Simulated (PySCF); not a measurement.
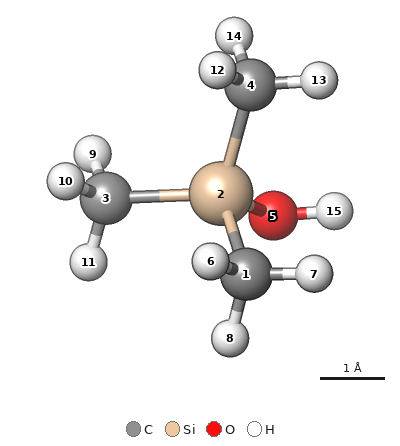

**Figure 1.** The input geometry (ball-and-stick view, seen at a tilt; atoms are numbered from 1 in the order of the input). Bond lengths as drawn: C–H 1.09 Å, C–Si 1.86 to 1.87 Å, H–O 0.96 Å and O–Si 1.66 Å.

## NMR shielding calculation of C₃H₁₀OSi

The run: NMR shielding calculation of C₃H₁₀OSi. Method and program: GIAO WP04/pcSseg-2 NMR shielding, non-relativistic, IEF-PCM chloroform (PySCF 2.14.0).

The geometry comes from this level: PBE0-D3(BJ)/def2-TZVP. Figures and captions count atoms from 1; the log counts them from 0 in places.

## What the program printed
```
coarse grid: 12168 points
cycle   1  E = -492.9399811472  dE =  2.468e-01  |g| = 1.284e+00  |ddm| = 2.541e+00
cycle   2  E = -492.4882627902  dE =  4.517e-01  |g| = 1.936e+00  |ddm| = 2.273e+00
cycle   3  E = -493.2438702265  dE = -7.556e-01  |g| = 2.945e-01  |ddm| = 1.859e+00
cycle   4  E = -493.2599499741  dE = -1.608e-02  |g| = 8.125e-02  |ddm| = 1.938e-01
cycle   5  E = -493.2614909940  dE = -1.541e-03  |g| = 7.168e-03  |ddm| = 4.758e-02
cycle   6  E = -493.2614975953  dE = -6.601e-06  |g| = 2.495e-03  |ddm| = 6.399e-03
final grid: 110480 points
cycle   7  E = -493.2661564530  dE = -1.721e-04  |g| = 1.006e-02  |ddm| = 5.225e-02
cycle   8  E = -493.2661418977  dE =  1.456e-05  |g| = 1.263e-02  |ddm| = 1.347e-02
cycle   9  E = -493.2661802216  dE = -3.832e-05  |g| = 1.552e-03  |ddm| = 7.747e-03
cycle  10  E = -493.2661805526  dE = -3.310e-07  |g| = 6.674e-04  |ddm| = 1.146e-03
cycle  11  E = -493.2661806285  dE = -7.592e-08  |g| = 1.191e-04  |ddm| = 3.758e-04
cycle  12  E = -493.2661806307  dE = -2.185e-09  |g| = 1.859e-05  |ddm| = 8.842e-05
cycle  13  E = -493.2661806308  dE = -8.674e-11  |g| = 3.308e-06  |ddm| = 1.701e-05
```

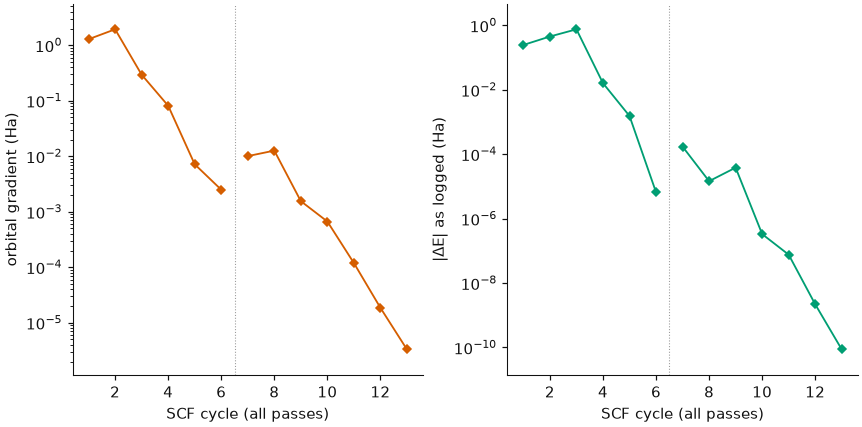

**Figure 2.** Convergence of the self-consistent field: orbital gradient and size of the energy change against the SCF cycle. The dotted line marks the change from a coarse to the final integration grid. The first 6 cycles use a coarse grid, the final grid takes over at cycle 7, and the field converges after 13 cycles in all.

```
converged SCF energy = -493.2661806308

GIAO shielding tensors (ppm)
atom      isotropic    diamagn.    paramagn.     s11        s22        s33       span
  0 C      173.433     246.729     -73.296    166.812    173.139    180.349     13.537
  1 Si     319.069     880.244    -561.176    307.057    312.372    337.777     30.719
  2 C      175.607     245.388     -69.781    169.697    175.933    181.192     11.494
  3 C      173.541     246.963     -73.422    166.718    173.469    180.435     13.718
  4 O      287.508     389.266    -101.758    273.068    279.155    310.302     37.234
  5 H       31.893      32.113      -0.220     28.521     29.531     37.625      9.104
  6 H       31.756      31.705       0.051     28.324     29.589     37.355      9.031
  7 H       31.697      31.293       0.404     28.120     29.500     37.471      9.351
  8 H       31.667      30.734       0.932     28.052     29.350     37.597      9.545
  9 H       31.964      31.706       0.258     28.522     29.571     37.799      9.278
 10 H       31.639      30.774       0.865     27.994     29.384     37.539      9.544
 11 H       31.885      32.171      -0.286     28.489     29.526     37.639      9.150
 12 H       31.764      31.836      -0.072     28.376     29.564     37.351      8.975
 13 H       31.688      31.424       0.264     28.083     29.501     37.479      9.396
 14 H       30.473      32.519      -2.046     22.711     25.327     43.381     20.670
```

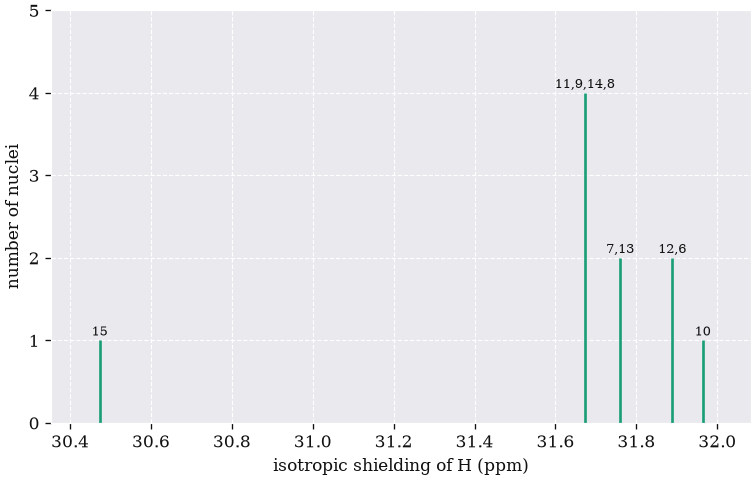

**Figure 3.** Isotropic shieldings of the hydrogen nuclei in this fixed geometry, labelled by atom number; shielding grows to the right, so chemical shift grows to the left. The least shielded is H15 (30.5 ppm), the most shielded H10 (32.0 ppm).

This output came from the following input.

## Input
```
{"job": {"kind": "nmr", "xc": "WP04", "basis": "pcSseg-2", "pop": false, "solvent": "chloroform"}, "charge": 0, "multiplicity": 1}
C     -1.202463     0.268204    -1.278542
Si    -0.148187     0.071514     0.253217
C      0.139926    -1.727086     0.633955
C      1.471712     0.974169     0.006417
O     -0.942272     0.669710     1.582577
H     -0.702228    -0.152063    -2.155726
H     -1.410522     1.320757    -1.491209
H     -2.159759    -0.244866    -1.158651
H      0.702522    -1.837985     1.564253
H      0.708982    -2.210045    -0.164855
H     -0.806750    -2.260946     0.745853
H      1.994739     0.603674    -0.879806
H      1.310634     2.047474    -0.135474
H      2.131708     0.845120     0.867262
H     -1.107433     1.612220     1.607608
```

The first line tells a small driver script what to run in PySCF; the rest is the geometry in Å.

Launch command:
```bash
OMP_NUM_THREADS=1 python <driver script> task.json out
```

## Key numbers

| quantity | value |
| --- | --- |
| outcome | converged |
| total energy | −493.266181 hartree |
| HOMO | −9.07 eV |
| LUMO | −0.82 eV |
| dipole moment | 1.67 D |
| isotropic shielding, C | 173.4 to 175.6 ppm |
| isotropic shielding, Si | 319.1 ppm |
| isotropic shielding, O | 287.5 ppm |
| isotropic shielding, H | 30.5 to 32.0 ppm |
| hardware | 1 CPU thread, shared host |
| wall time | 67 s |
| peak memory | 1.5 GiB |
